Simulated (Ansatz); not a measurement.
# H4Si3 (SMILES [SiH]1[SiH+][SiH2]1) (charge +1, doublet): what the fields show

```xyz
7

Si   -1.3465    1.0724    1.2956
Si    0.4482   -0.1866    0.8956
Si   -1.0823    0.1620   -0.8613
H    -2.1277    1.9017    2.2785
H     1.7192   -0.7970    1.4211
H    -0.6844    1.0840   -1.9781
H    -1.9723   -0.9790   -1.2633
```

Geometry: PBE-D3(BJ)/def2-SVP.

Theory: Ansatz, isolated molecule in a Gaussian basis; Kohn-Sham density functional theory, functional PBE0.

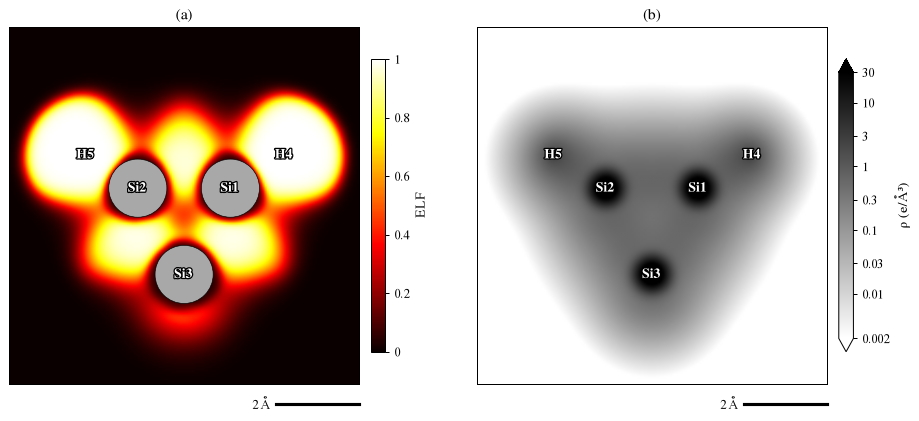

Figure 1. (a) electron localisation function; (b) total electron density on the plane of atoms Si3, Si1 and H4. Grey discs cover the atomic cores in the ELF map.

Question: Describe what can be read from this map.

Answer: The section cuts through Si and H sites. Si–Si (2.23 Å): the density is about 0.61 e/Å³ at the midpoint; the ELF peaks at about 0.85 between the atoms (localised, covalent bonding). Si–H (1.50 Å): the density is about 0.82 e/Å³ at the midpoint; the ELF climbs to about 1 towards the hydrogen, as it does in any bond to H. Si–Si (2.36 Å): ρ at the midpoint is about 0.56 e/Å³; the ELF peaks at about 0.90 between the atoms (a shared electron pair).

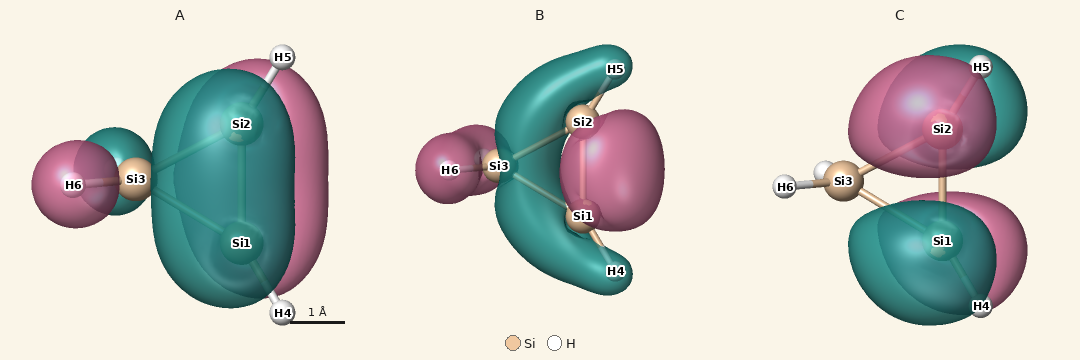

Figure 2. Three frontier orbitals at ±0.08 Å⁻³ᐟ² (teal and pink are the two phases), in no order.

Question: Which picture is the HOMO−1, the HOMO and the LUMO? All are α orbitals.

Answer: B is the HOMO−1 (α) (−12.92 eV). It lies mainly on Si1 (about 35 %), Si2 (about 35 %) and Si3 (about 20 %). A is the HOMO (α) (−12.21 eV). By Hirshfeld shares it lies mainly on Si1 (about 40 %), Si2 (about 40 %) and Si3 (about 10 %); π-bonding across Si1–Si2. C is the LUMO (α) (−7.78 eV). It lies mainly on Si1 (about 45 %) and Si2 (about 45 %); π-antibonding (π*) across Si1–Si2.

Question: What is the gap between the highest occupied and lowest empty α orbitals?

Answer: 4.43 eV between the orbital energies.
